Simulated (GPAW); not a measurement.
Consider C (Diamond, Fd-3m).

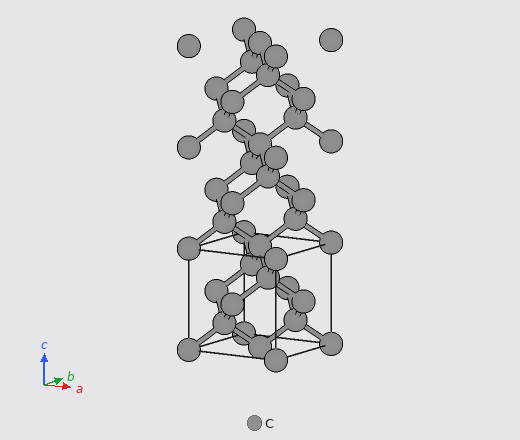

The structure (carbon grey). Bonds to atoms that aren't drawn are left out. 1×1×3 conventional cells are drawn. Some periodic images of atoms are drawn too.

```
C
1.0
     0.00000    1.78337    1.78337
     1.78337    0.00000    1.78337
     1.78337    1.78337    0.00000
C
2
Direct
  0.75000 0.75000 0.75000
  0.50000 0.50000 0.50000
```

Absorber: atom 1, with 4 C at 1.54 Å (tetrahedral, site symmetry -43m). Method: GPAW, LDA, full core hole (charged cell), 16-atom cell with 5.0 Å between holes, 6×6×6 k points, dipole transitions, Gaussian full width 0.9 eV up to 4 eV, rising linearly to 3.5 eV at 25 eV.

Predict the near-edge structure at the C K edge.

Main maxima up to 19 eV above the zero (height): 1.1 eV (1.91), 3.0 eV (2.59), 6.5 eV (1.03), 9.5 eV (1.10) and 16.6 eV (0.95). A K edge sees empty p states; a tetrahedral site has σ* states alone, so there is no π* peak. The total-energy difference plus the lowest empty eigenvalue puts the zero at 290.96 eV. One term is added: -6.67 eV, since the hole is spin-paired here and a spin-polarised one costs that much less in the free atom (computed apart). The photon energy is then 284.29 eV. The functional and the charged cell's background leave an error in such absolute values: in the free atom LDA prices this hole 2.9 eV below PBE (computed apart), and PBE is itself good to a few eV.

The C K spectrum (energy from the lowest empty level; intensity scaled to a mean of 1 over the first 19 eV):

```csv
E (eV),intensity
-2.0,0.00
-0.5,0.07
1.0,1.89
2.5,2.22
4.0,1.74
5.5,0.92
7.0,0.88
8.5,0.94
10.0,1.02
11.5,0.27
13.0,0.18
14.5,0.55
16.0,0.91
17.5,0.85
19.0,0.54
```

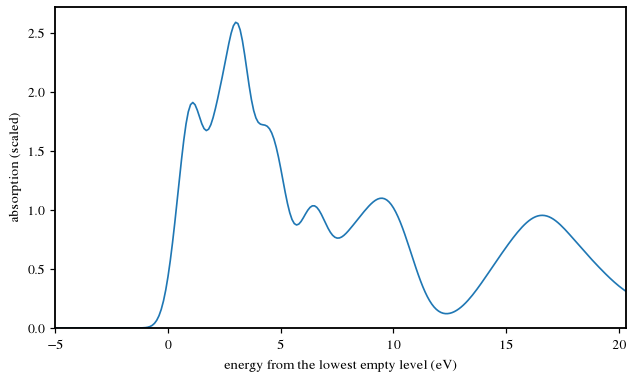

The C K edge.

The holes are only 5.0 Å apart, so the shape is probably not converged with cell size; no larger cell was run here. The mesh is coarse (0.25 Å⁻¹ between points), so small maxima may be mesh ripples. The structure is a published determination, not relaxed.

[Banner, clock and machine lines of the logs are left out without a mark of their own.]

[Logs are printed without paths, hosts, clocks, repeated set-up lines and the standing remarks that a program may print on its own settings, such as how far it seeks lower states.]

[Hosts, paths, dates, database ids (printed as entryN), source tags and the programs' standing remarks are cut or masked in the printed files.]

[Lists of maxima count a maximum above −3 eV only where it reaches 4 % of the highest in the window and stands out from its surroundings by 2 % of it (1.5 % where it reaches 55 %); shoulders and weaker maxima are passed over, and of the rest the first, up to two pre-edge ones and the few strongest are named.]
